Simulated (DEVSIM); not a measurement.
Structure: Ni/SiON/n-GaAs capacitor, at 300 K.

| layer (left to right) | material | thickness (nm) | Nd (cm⁻³) |
|---|---|---|---|
| 1 | SiON | 14.0 | - |
| 2 | GaAs | 17000 | 7e13 |

Metal gate on the left, work function 5.1 eV. Fixed charge at the semiconductor interface 2e10 cm⁻² (in units of +e); no interface traps.

The device is made up for the run: typed textbook-type constants, with dimensions and the other settings drawn at random. Values at 300 K.

| parameter | SiON | GaAs |
|---|---|---|
| gap (eV) | 7 | 1.424 |
| affinity (eV) | 1.4 | 4.07 |
| permittivity | 5.5 | 12.9 |
| Nc (cm⁻³) | - | 4.7e17 |
| Nv (cm⁻³) | - | 9e18 |

Model (solved in DEVSIM): 1D Poisson equation in equilibrium, Boltzmann statistics, complete ionisation; no quantum confinement or tunnelling. Metal contacts follow the ideal Schottky-Mott rule: no Fermi-level pinning, no interface dipoles.

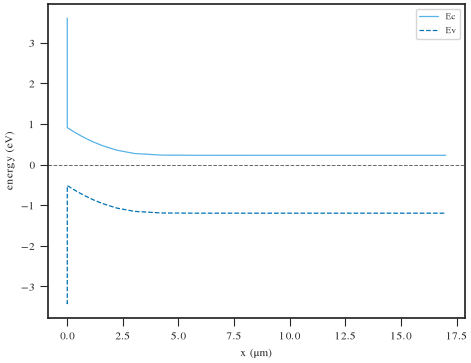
*Band edges at 0.1 V on the gate*

Energies count from the Fermi level of the right contact; mesh points crowd at the junctions.

```tsv
x (μm)	Ec (eV)	Ev (eV)	n (cm⁻³)	p (cm⁻³)	field (V/cm)
0.000	3.600	-3.400	< 1e2	< 1e2	-15000
0.001681	3.598	-3.402	< 1e2	< 1e2	-15000
0.005574	3.592	-3.408	< 1e2	< 1e2	-15000
0.01075	3.584	-3.416	< 1e2	< 1e2	-15000
0.01381	3.579	-3.421	< 1e2	< 1e2	-15000
0.01546	0.908	-0.516	260	2.0e10	-3600
0.01960	0.907	-0.517	270	1.9e10	-3600
0.03735	0.901	-0.523	350	1.5e10	-3600
0.07617	0.887	-0.537	590	8.5e9	-3500
0.1821	0.850	-0.574	2500	2.1e9	-3400
0.4501	0.762	-0.662	75000	6.8e7	-3200
1.598	0.464	-0.960	7.6e9	670	-2000
4.250	0.233	-1.191	5.7e13	< 1e2	-100
10.31	0.228	-1.196	7.0e13	< 1e2	≈ 0
15.17	0.228	-1.196	7.0e13	< 1e2	≈ 0
16.30	0.228	-1.196	7.0e13	< 1e2	≈ 0
16.75	0.228	-1.196	7.0e13	< 1e2	≈ 0
16.91	0.228	-1.196	7.0e13	< 1e2	≈ 0
16.99	0.228	-1.196	7.0e13	< 1e2	≈ 0
17.00	0.228	-1.196	7.0e13	< 1e2	≈ 0
17.01	0.228	-1.196	7.0e13	< 1e2	≈ 0
17.01	0.228	-1.196	7.0e13	< 1e2	≈ 0
```
